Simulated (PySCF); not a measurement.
```xyz
8

F     1.4676    1.8075   -0.5682
B     1.6924    0.5492   -0.1883
Si    0.1756   -0.5802    0.1735
B    -1.7125   -0.1333    0.0562
F    -2.1601    1.0645   -0.3034
F    -2.7005   -0.9819    0.3230
H     2.8299    0.2556   -0.1129
H     0.4167   -1.9719    0.5955
```

Geometry: GFN2-xTB.

The calculation used UKS B3LYP, pcH-1 on B F H Si, non-relativistic, mean-field spin-orbit, GIAO in PySCF.

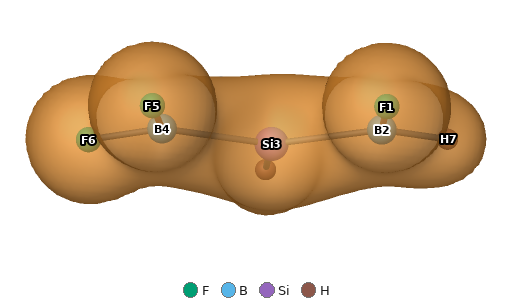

B2F3H2Si (SMILES FB[SiH]B(F)F) (doublet). Isosurface of the electron density at 0.2 e/Å³ (orange), seen from one side.

What does this surface tell about the bonding?

Answer. At this value the surface is in one piece. It bridges the sampled B–F (1.33 Å), Si–B (1.93 Å), B–H (1.18 Å) and Si–H (1.47 Å) contacts, where the density stays above the isovalue. On the grid the lowest density along these lines, outside the cores, is 1.5 e/Å³ (B–F, 1.33 Å), 0.82 e/Å³ (Si–B, 1.93 Å), 1.3 e/Å³ (B–H, 1.18 Å) and 0.79 e/Å³ (Si–H, 1.47 Å).
